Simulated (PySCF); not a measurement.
**GaH₂⁻: singlet, from a bent start**

Aim: relax GaH₂⁻ as a singlet from a bent start, check by its vibrations whether the end is a minimum, and collect its spectrum and constants.

Program: PySCF 2.14.0. Level of theory: PBE0, basis Ga def2-TZVPD, H def2-TZVPD, no relativity, density fitting. These are calculated values, not measurements.

## Step 1: Where the work starts

3 atoms, charge -1, spin multiplicity 1.

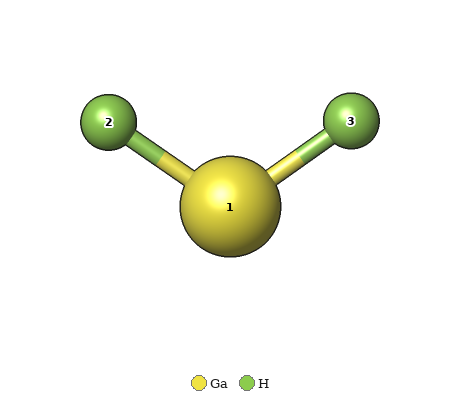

The starting geometry (gallium yellow, hydrogen green); atoms are numbered from 1 in the order of the file.

```xyz
3
charge -1 multiplicity 1
Ga    0.0000    0.0000    0.0000
H     1.2779    0.0000    0.8948
H    -1.2779    0.0000    0.8948
```

## Step 2: The SCF at the typed geometry

The steps below are one call of a driver around PySCF. For each, scf.py gives the equivalent set-up of the SCF; relaxations use the driver's own optimiser. After this first run the driver tries any further starts and a stability analysis.

The input, scf.py:

```python
from pyscf import gto, scf, dft
mol = gto.M(atom='''
Ga     0.000000     0.000000     0.000000
H      1.277900     0.000000     0.894800
H     -1.277900     0.000000     0.894800''',
    basis={'Ga': 'def2-TZVPD', 'H': 'def2-TZVPD'},
    charge=-1, spin=0)
mf = dft.RKS(mol, xc='PBE0')
mf.grids.atom_grid = (50, 194)
aux = {'Ga': 'def2-universal-JKFIT', 'H': 'def2-universal-JKFIT'}
mf = mf.density_fit(auxbasis=aux)
mf.conv_tol = 1e-08
mf.diis_space = 10
mf.max_cycle = 60
mf.init_guess = 'minao'
mf.verbose = 4
mf.kernel()
```

Started as:

```console
> OMP_NUM_THREADS=2 python axn.py task.json out
```

Output:

```text
init E= -1925.12377386083
  HOMO = -0.15018814731133  LUMO = -0.0761165167161426  gap/eV = 2.01559
cycle= 1 E= -1925.7108039625  delta_E= -0.587  |g|= 0.593  |ddm|=  1.3
  HOMO = 0.0753478772392784  LUMO = 0.16464068338934  gap/eV = 2.42978
cycle= 2 E= -1925.72388929891  delta_E= -0.0131  |g|= 0.664  |ddm|= 2.86
  HOMO = 0.0593988926521574  LUMO = 0.150914903234132  gap/eV = 2.49028
cycle= 3 E= -1925.75373888157  delta_E= -0.0298  |g|= 0.0576  |ddm|= 0.326
  HOMO = 0.0420633226554701  LUMO = 0.136468945042813  gap/eV = 2.56891
cycle= 4 E= -1925.7545779872  delta_E= -0.000839  |g|= 0.0107  |ddm|= 0.293
  HOMO = 0.0417231825564537  LUMO = 0.136633705453171  gap/eV = 2.58265
cycle= 5 E= -1925.75459860537  delta_E= -2.06e-05  |g|= 0.00165  |ddm|= 0.0979
  HOMO = 0.0412090607909175  LUMO = 0.136108272279133  gap/eV = 2.58234
cycle= 6 E= -1925.7545998098  delta_E= -1.2e-06  |g|= 0.000159  |ddm|= 0.0146
  HOMO = 0.0412042291890842  LUMO = 0.136081586640356  gap/eV = 2.58174
cycle= 7 E= -1925.75459985189  delta_E= -4.21e-08  |g|= 6.89e-05  |ddm|= 0.00449
  HOMO = 0.0411858223014008  LUMO = 0.136069008476084  gap/eV = 2.58190
cycle= 8 E= -1925.75459985581  delta_E= -3.91e-09  |g|= 1.03e-05  |ddm|= 0.000775
  HOMO = 0.0411850022238953  LUMO = 0.136067586728245  gap/eV = 2.58189
Extra cycle  E= -1925.75459985598  delta_E= -1.79e-10  |g|= 5.43e-06  |ddm|= 0.000155
converged SCF energy = -1925.75459985598
```

This step, with its further starts and checks, took 3.9 s on 2 threads of Arm Neoverse V2, shared host.

The starts that the driver tried:

| start | energy (Eh) |
| --- | --- |
| the minimal-basis guess | -1925.754600 |
| a thermally smeared density | -1925.754600 |
| a smeared PBE density | -1925.754600 |

No lower closed-shell solution turned up from the other starts or in the test of internal stability.

## Step 3: Bent start, singlet: relaxation

The program finds C2v symmetry in the start, which this walk keeps. The walk stops when the largest gradient is under 0.0003 Eh/bohr and the energy has settled too.

Changes to scf.py since step 2:

```diff
@@ -3,3 +3,3 @@
-Ga     0.000000     0.000000     0.000000
-H      1.277900     0.000000     0.894800
-H     -1.277900     0.000000     0.894800''',
+Ga     0.000000     0.000000    -0.025424
+H      1.277900     0.000000     0.869376
+H     -1.277900     0.000000     0.869376''',
@@ -15 +14,0 @@
-mf.init_guess = 'minao'
```

The optimiser's trace:

| step | energy (Eh) | change (kJ/mol) | largest symmetric gradient (Eh/bohr) |
| --- | --- | --- | --- |
| 0 | -1925.754600 | 0.00 | 0.04765 |
| 1 | -1925.763997 | -24.67 | 0.02161 |
| 2 | -1925.766179 | -30.40 | 0.00280 |
| 3 | -1925.766291 | -30.70 | 0.00156 |
| 4 | -1925.766338 | -30.82 | 0.00009 |
| 5 | -1925.766338 | -30.82 | 0.00001 |

The walk took 3.7 s.

Positions (Å) and forces (eV/Å) along the way:

```
step 0
Ga   0.000   0.000  -0.025   0.000   0.000  -2.450
H    1.278   0.000   0.869   0.811   0.000   1.225
H   -1.278   0.000   0.869  -0.811   0.000   1.225
step 1
Ga   0.000   0.000  -0.142   0.000   0.000  -1.111
H    1.230   0.000   0.928   0.399   0.000   0.556
H   -1.230   0.000   0.928  -0.399   0.000   0.556
step 3
Ga   0.000   0.000  -0.221   0.000   0.000  -0.045
H    1.218   0.000   0.967   0.080   0.000   0.023
H   -1.218   0.000   0.967  -0.080   0.000   0.023
step 5
Ga   0.000   0.000  -0.218   0.000   0.000   0.000
H    1.236   0.000   0.966   0.000   0.000   0.000
H   -1.236   0.000   0.966   0.000   0.000   0.000
```

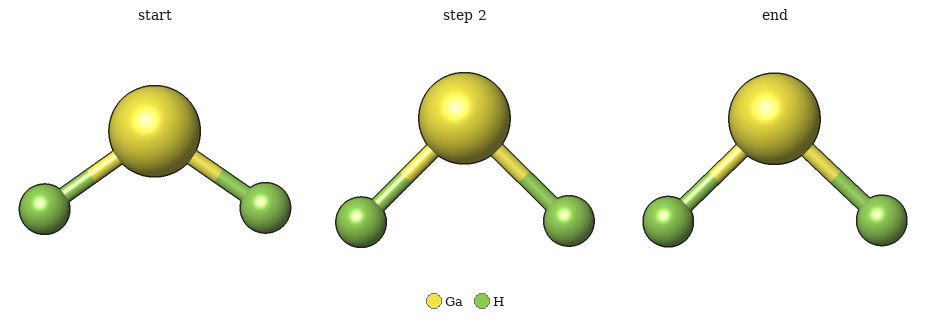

Start and end of the relaxation, with a step between.

After 5 steps and 30.8 kJ/mol it ends at C2v: Ga–H 1.711 Å (×2); H–Ga–H 92.5°.

## Step 4: Is it a minimum? Harmonic modes

The point is checked on the finer grid, and tightened if its gradient asks for it. The Hessian and the dipole derivatives come from central differences of analytic gradients, with steps of 0.02 bohr.

Changes to scf.py since step 3:

```diff
@@ -3,3 +3,3 @@
-Ga     0.000000     0.000000    -0.025424
-H      1.277900     0.000000     0.869376
-H     -1.277900     0.000000     0.869376''',
+Ga     0.000000     0.000000    -0.033628
+H      1.235609     0.000000     1.149906
+H     -1.235609     0.000000     1.149906''',
@@ -9 +9 @@
-mf.grids.atom_grid = (50, 194)
+mf.grids.atom_grid = (75, 302)
@@ -12 +12 @@
-mf.conv_tol = 1e-08
+mf.conv_tol = 1e-10
```

The driver hands on the density of the step before, so the log starts near convergence.

Log of the central SCF (cycles and frontier levels):

```text
init E= -1925.76629259192
  HOMO = 0.018824439072409  LUMO = 0.135714466939973  gap/eV = 3.18074
cycle= 1 E= -1925.76629259192  delta_E= 1.36e-12  |g|= 1.21e-06  |ddm|= 1.65e-06
  HOMO = 0.0188245405167633  LUMO = 0.135714550673232  gap/eV = 3.18074
Extra cycle  E= -1925.76629259192  delta_E= 2.5e-12  |g|= 1.75e-06  |ddm|= 1.72e-06
converged SCF energy = -1925.76629259192
```

The whole step took 8.9 s.

Geometry: C2v; Ga–H 1.711 Å (×2); H–Ga–H 92.5°.

Modes, for the most abundant isotopes:

```
symmetry  ω (cm⁻¹)  IR (km/mol)
      a1       789          249
      a1      1409         1373
      b2      1414         1228
```

All wavenumbers are real: a minimum.

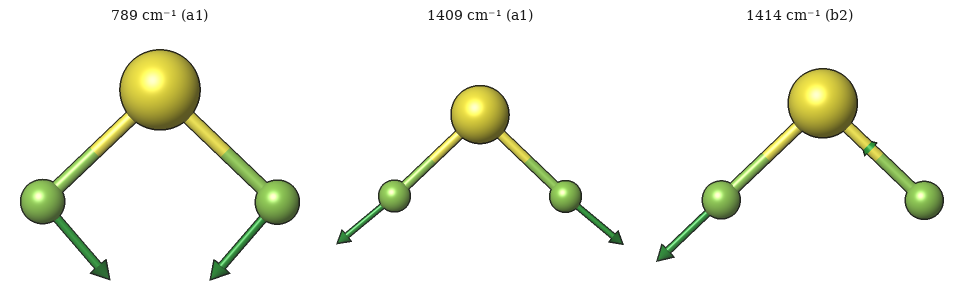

How the atoms move in 3 of the modes.

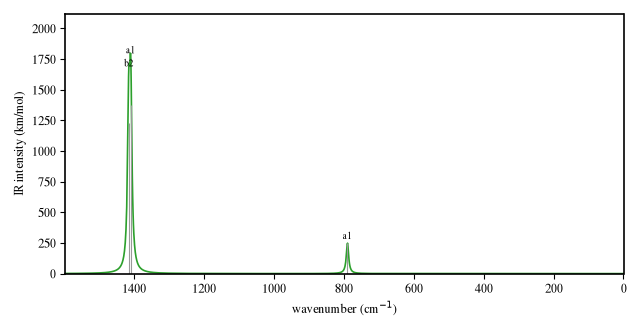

The harmonic infrared spectrum (widths in cm⁻¹). Lines are broadened to a width of 8 cm⁻¹ (Lorentzian).

Properties at this point:

* Dipole moment about the centre of mass: 0.68 D
* Highest occupied level: 0.51 eV
* Lowest empty level: 3.69 eV
* Rotational constants: 6.145, 5.478, 2.896 cm⁻¹
* Zero-point energy: 21.6 kJ/mol
* Principal polarisabilities: 71.1, 86.8, 109.8 bohr³
* Principal traceless quadrupole moments about the centre of mass: -7.57, -2.26, 9.84 D Å
* Entropy at 298.15 K and 1 bar: 222.0 J/(mol K)
* Heat capacity Cp at 298.15 K: 36.9 J/(mol K)
* Enthalpy at 298.15 K above 0 K: 10.17 kJ/mol
* Rotational symmetry number: 2

Populations by atom (charges in e):

```json
{"atom": "Ga1", "Mulliken": "-0.80", "Löwdin": "-0.27", "polar tensor": "0.01", "Mayer order to Ga1": "–"}
{"atom": "H2,3", "Mulliken": "-0.10", "Löwdin": "-0.37", "polar tensor": "-0.50", "Mayer order to Ga1": "1.20"}
```

Outer orbital energies (eV). occupied: -16.46, -16.38, -16.33, -16.23, -16.14, -5.50, -1.62, 0.51; empty: 3.69, 4.40, 5.45, 5.84.

Mulliken populations on Ga1: s 7.48, p 14.18, d 10.13, f 0.01.

## Step 5: Would spin polarisation lower it?

At the lowest minimum the closed shell is tested against spin polarisation, on the (50, 194) grid. It is stable.

## Step 6: Results

| quantity | value |
| --- | --- |
| minimum | singlet, C2v |
| geometry | Ga–H 1.711 Å (×2); H–Ga–H 92.5° |
| wavenumbers (cm⁻¹) | 789 (a1), 1409 (a1), 1414 (b2) |
| dipole moment (centre of mass) | 0.68 D |
| highest occupied, lowest empty level | 0.51, 3.69 eV |
| polar-tensor charge of Ga1 | +0.01 e |
| zero-point energy | 21.6 kJ/mol |
| entropy at 298.15 K | 222.0 J/(mol K) |

What this shows: The bent start keeps its C2v symmetry and ends in a minimum. In the infrared the band at 1409 cm⁻¹ (a1, stretch) leads. Only this shape and spin were tried, so other structures or states may lie lower. A highest occupied level above zero is common for anions with such functionals; it warns that the extra electron is poorly described.

The anion's highest level is positive in at least one run, so there the basis alone may hold the extra electron.

The search up to here took 18 s on 2 threads of Arm Neoverse V2, shared host.
